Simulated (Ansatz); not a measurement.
LiSi16: several calculations on one system

**1. Relaxation**

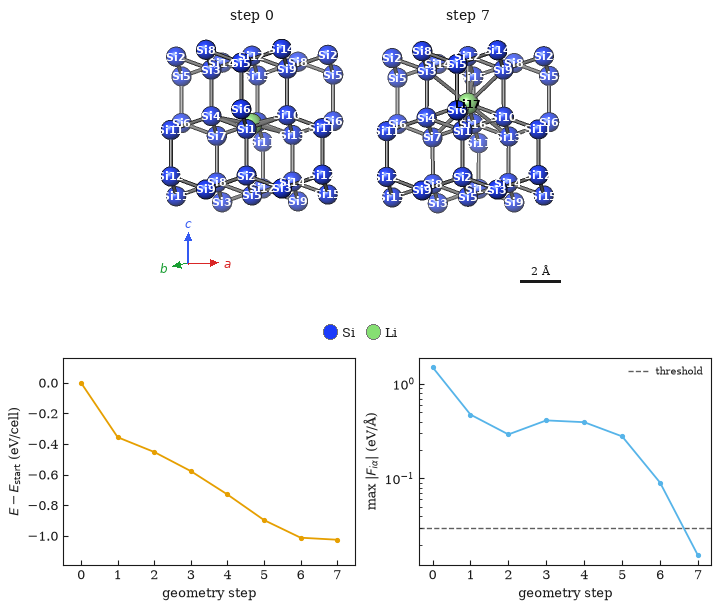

First and last geometry of a relaxation of a defect cell of composition LiSi16 (cell charge +1), with the history of the run. A ball-and-stick model of the atoms within 5.8 Å of the atom that moves most (axes of the conventional cell (3 times the calculation's cell) (origin shifted)), seen from a free direction. Lengths and directions refer to the drawn axes.

It is an interstitial Li in diamond Si. The run prepares an end point of a later path (interstitial hop) calculation, from a guessed geometry.

The calculation used Ansatz 0.2.0, DFT r2SCAN-D3(BJ), scalar-relativistic, plane waves, PAW.

Input
```yaml
crystal:
  lattice:
    - [0.0, 5.43, 5.43]
    - [5.43, 0.0, 5.43]
    - [5.43, 5.43, 0.0]
  atoms:
    - { symbol: Si, position: [0.0, 0.0, 0.0] }
    - { symbol: Si, position: [0.125, 0.125, 0.125] }
    - { symbol: Si, position: [0.0, 0.0, 0.5] }
    - { symbol: Si, position: [0.125, 0.125, 0.625] }
    - { symbol: Si, position: [0.0, 0.5, 0.0] }
    - { symbol: Si, position: [0.125, 0.625, 0.125] }
    - { symbol: Si, position: [0.0, 0.5, 0.5] }
    - { symbol: Si, position: [0.125, 0.625, 0.625] }
    - { symbol: Si, position: [0.5, 0.0, 0.0] }
    - { symbol: Si, position: [0.625, 0.125, 0.125] }
    - { symbol: Si, position: [0.5, 0.0, 0.5] }
    - { symbol: Si, position: [0.625, 0.125, 0.625] }
    - { symbol: Si, position: [0.5, 0.5, 0.0] }
    - { symbol: Si, position: [0.625, 0.625, 0.125] }
    - { symbol: Si, position: [0.5, 0.5, 0.5] }
    - { symbol: Si, position: [0.625, 0.625, 0.625] }
    - { symbol: Li, position: [0.8114831, 0.3113091, 0.8023232] }
total_charge: 1
basis:
  ecutwfc: 500.0
kpoints:
  mp_grid: { grid: [2, 2, 2] }
hamiltonian:
  xc: r2scan
  dispersion: d3bj
scf:
  occupations: { method: fermi_dirac, width: 0.05 }
  lower_state_search: "off"
relax:
  f_tol: 0.03
  max_steps: 60
  adjacent_minimum: "off"
output:
  write_density: true
  write_potential: true
  elf: true
  volumetric_format: npy
```

Run as
```bash
ansatz run input.yaml --threads 2 --pin off --max-ram 5120MiB --backend cpu --events-out ev --progress --plain --runs-dir out
```

Q: What do the curves and the structures tell?

A: It converged. Li17 moves most: 1.04 Å along +c. Largest moves by element: Li 1.04 Å, Si 0.09 Å. The lattice vectors keep their values. Some distances before and after: Si12–Li17 3.449 → 2.393 Å, Si9–Li17 3.493 → 2.735 Å, Si15–Li17 3.455 → 2.734 Å, Si7–Li17 2.227 → 2.738 Å. New bonds form: Si12–Li17 (3.45 → 2.39 Å). Among the angles between lasting bonds that change: Si1–Li17–Si16 175.9° → 125.1°, Si15–Si16–Li17 98.1° → 69.9°, Si11–Si16–Li17 152.4° → 179.9°. After 7 geometry steps the energy has fallen by 1.025 eV per cell of the calculation. The largest force component goes from 1.5 to 0.015 eV/Å. The run took about 4 core-minutes on a shared host.

Limits of the set-up: the periodic images lie only 7.7 Å apart, so the values are limited by the cell's size; the cell is charged, on a uniform background, and energies carry no finite-size correction.

**2. Relaxation**

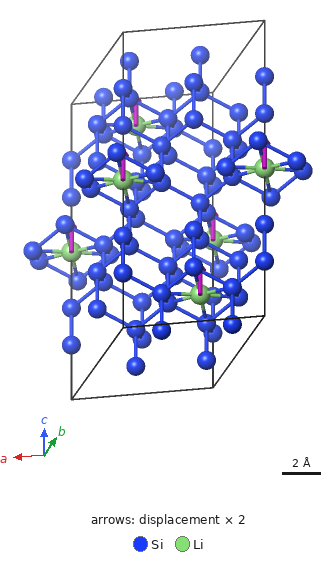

This is a relaxation of a defect cell of composition LiSi₁₆ (cell charge +1). The starting structure is drawn; purple arrows show the displacements, magnified 2 times.

The picture is a ball-and-stick view of the conventional cell (3 times the calculation's cell) (origin shifted), seen from a free direction. Lengths and directions refer to the drawn axes.

It is an interstitial Li in diamond Si. The run prepares an end point of a later path (interstitial hop) calculation, from a guessed geometry.

These are results of DFT r2SCAN-D3(BJ), scalar-relativistic, plane waves, PAW (Ansatz), not measurements.

Input
```yaml
crystal:
  lattice:
    - [0.0, 5.43, 5.43]
    - [5.43, 0.0, 5.43]
    - [5.43, 5.43, 0.0]
  atoms:
    - { symbol: Si, position: [0.0, 0.0, 0.0] }
    - { symbol: Si, position: [0.125, 0.125, 0.125] }
    - { symbol: Si, position: [0.0, 0.0, 0.5] }
    - { symbol: Si, position: [0.125, 0.125, 0.625] }
    - { symbol: Si, position: [0.0, 0.5, 0.0] }
    - { symbol: Si, position: [0.125, 0.625, 0.125] }
    - { symbol: Si, position: [0.0, 0.5, 0.5] }
    - { symbol: Si, position: [0.125, 0.625, 0.625] }
    - { symbol: Si, position: [0.5, 0.0, 0.0] }
    - { symbol: Si, position: [0.625, 0.125, 0.125] }
    - { symbol: Si, position: [0.5, 0.0, 0.5] }
    - { symbol: Si, position: [0.625, 0.125, 0.625] }
    - { symbol: Si, position: [0.5, 0.5, 0.0] }
    - { symbol: Si, position: [0.625, 0.625, 0.125] }
    - { symbol: Si, position: [0.5, 0.5, 0.5] }
    - { symbol: Si, position: [0.625, 0.625, 0.625] }
    - { symbol: Li, position: [0.81508251, 0.5568088, 0.8166528] }
total_charge: 1
basis:
  ecutwfc: 500.0
kpoints:
  mp_grid: { grid: [2, 2, 2] }
hamiltonian:
  xc: r2scan
  dispersion: d3bj
scf:
  occupations: { method: fermi_dirac, width: 0.05 }
  lower_state_search: "off"
relax:
  f_tol: 0.03
  max_steps: 60
  adjacent_minimum: "off"
```

Launched with:
```bash
ansatz run input.yaml --threads 2 --pin off --max-ram 5120MiB --backend cpu --events-out ev --progress --plain --runs-dir out
```

Atoms of which element are displaced furthest, and by how much?

Answer. Lithium: up to 1.05 Å, against 0.09 Å for silicon.

Describe the change and its energy.

Answer. The largest move is that of Li17, 1.05 Å along +c. Largest moves by element: Li 1.05 Å, Si 0.09 Å. The cell doesn't change. Among the contacts that change: Si1–Li17 3.491 → 2.401 Å, Si4–Li17 3.509 → 2.749 Å, Si10–Li17 3.502 → 2.749 Å, Si2–Li17 3.487 → 2.749 Å. New bonds form: Si1–Li17 (3.49 → 2.40 Å). Bond angles that change, for instance: Si5–Li17–Si16 178.4° → 126.2°, Si10–Si13–Li17 99.1° → 70.4°, Si6–Si13–Li17 151.4° → 179.2°. The energy falls by 1.023 eV per cell of the calculation in 7 accepted moves (8 points after the start). Largest force component: 1.4 eV/Å at the start, 0.02 eV/Å at the end. 1 step only repeated the SCF at the same geometry.

Limits of the set-up: the periodic images lie only 7.7 Å apart, so the values are limited by the cell's size; the cell is charged, on a uniform background, and energies carry no finite-size correction.

**3. Path**

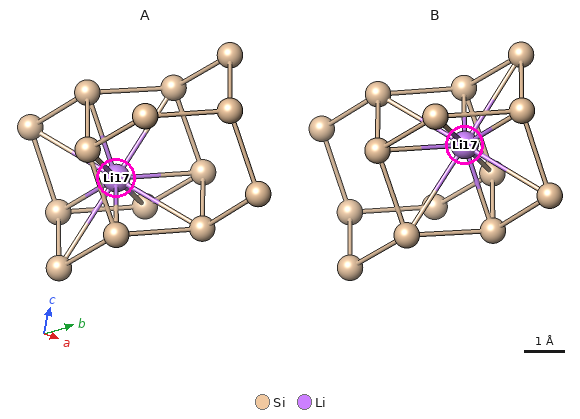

The two relaxed end points of a path for Si with an interstitial Li (17 atoms in the cell, charge +1). A ball-and-stick model of the atoms within 4.2 Å of the middle of the path, seen slightly off an axis. The moving atom is ringed, with any periodic copies. Bonds to atoms that aren't drawn are left out.

These are results of DFT r2SCAN-D3(BJ), scalar-relativistic, plane waves, PAW in Ansatz, not measurements.

The input:
```yaml
crystal:
  lattice:
    - [0.0, 5.43, 5.43]
    - [5.43, 0.0, 5.43]
    - [5.43, 5.43, 0.0]
  atoms:
    - { symbol: Si, position: [0.00559345, 0.00173678, 0.00505545] }
    - { symbol: Si, position: [0.12781756, 0.13108624, 0.12725516] }
    - { symbol: Si, position: [0.00573001, 0.00162212, 0.50108114] }
    - { symbol: Si, position: [0.13541942, 0.12633549, 0.62581876] }
    - { symbol: Si, position: [0.00366345, 0.50365354, 0.00314101] }
    - { symbol: Si, position: [0.12788759, 0.6278781, 0.12738625] }
    - { symbol: Si, position: [0.0055618, 0.5055516, 0.50125677] }
    - { symbol: Si, position: [0.12780038, 0.62778963, 0.63056935] }
    - { symbol: Si, position: [0.5016409, 0.00163043, 0.00517376] }
    - { symbol: Si, position: [0.62634804, 0.12633811, 0.13491141] }
    - { symbol: Si, position: [0.50354473, 0.00353512, 0.50303874] }
    - { symbol: Si, position: [0.62620723, 0.12619643, 0.62563986] }
    - { symbol: Si, position: [0.50174603, 0.50558387, 0.00505608] }
    - { symbol: Si, position: [0.63109621, 0.62780719, 0.12725556] }
    - { symbol: Si, position: [0.5016328, 0.50571939, 0.50108132] }
    - { symbol: Si, position: [0.6263455, 0.63540979, 0.6258188] }
    - { symbol: Li, position: [0.753448, 0.25343529, 0.75278378] }
total_charge: 1
basis:
  ecutwfc: 500.0
kpoints:
  mp_grid: { grid: [2, 2, 2] }
hamiltonian:
  xc: r2scan
  dispersion: d3bj
scf:
  occupations: { method: fermi_dirac, width: 0.05 }
  lower_state_search: "off"
neb:
  images: 5
  f_tol: 0.05
  initial_path: linear
  max_iterations: 7
  final_atoms:
    - { symbol: Si, position: [-0.00188012, 0.00576563, -0.0017843] }
    - { symbol: Si, position: [0.12361837, 0.13414662, 0.12370953] }
    - { symbol: Si, position: [-0.00529215, 0.01052145, 0.4975415] }
    - { symbol: Si, position: [0.12360584, 0.1341625, 0.61883622] }
    - { symbol: Si, position: [-0.00086265, 0.51304334, -0.00077457] }
    - { symbol: Si, position: [0.12076249, 0.63783374, 0.1208546] }
    - { symbol: Si, position: [-0.00087815, 0.51306264, 0.48889696] }
    - { symbol: Si, position: [0.12400588, 0.63680561, 0.61974281] }
    - { symbol: Si, position: [0.49744896, 0.01051986, -0.00519988] }
    - { symbol: Si, position: [0.61874236, 0.13415769, 0.12370071] }
    - { symbol: Si, position: [0.49744294, 0.01052462, 0.49753727] }
    - { symbol: Si, position: [0.62202098, 0.1340594, 0.62211461] }
    - { symbol: Si, position: [0.48880538, 0.51305668, -0.00078537] }
    - { symbol: Si, position: [0.6196528, 0.63680338, 0.12409825] }
    - { symbol: Si, position: [0.49776315, 0.50683355, 0.4978575] }
    - { symbol: Si, position: [0.61965376, 0.63680983, 0.61974359] }
    - { symbol: Li, position: [0.87047266, 0.38870226, 0.87056339] }
  order_check: false
```

Command:
```bash
ansatz run input.yaml --threads 2 --pin off --max-ram 5120MiB --backend cpu --events-out ev --progress --plain --runs-dir out
```

Q: Predict the minimum-energy path and its barrier.

A: The two ends have nearly the same energy, and the highest point, image 3, lies 0.63 eV above the start. The Li atom travels furthest, 2.32 Å from end to end, along [1 1 1], on a straight line. At the highest image its nearest neighbour (Si) is 2.34 Å away, against 2.39 Å at the start, and the surrounding atoms stand up to 0.16 Å off the mean of their end positions. The band converged in 4 iterations, with a climbing image at the top.

Energies of the converged images:

```csv
image,path (Å),E (eV)
0,0.00,0.000
1,0.42,0.125
2,0.84,0.452
3,1.26,0.633
4,1.68,0.450
5,2.10,0.122
6,2.52,0.001
```

The geometry at the top of the path:

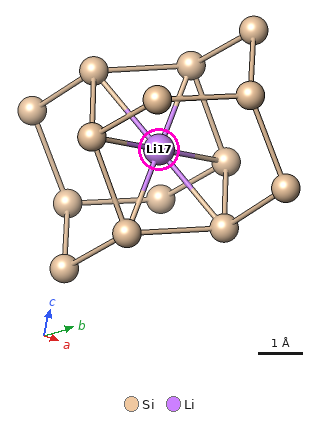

Limits of the set-up: the periodic images lie only 7.7 Å apart, so the values are limited by the cell's size; the cell is charged, on a uniform background, and energies carry no finite-size correction.
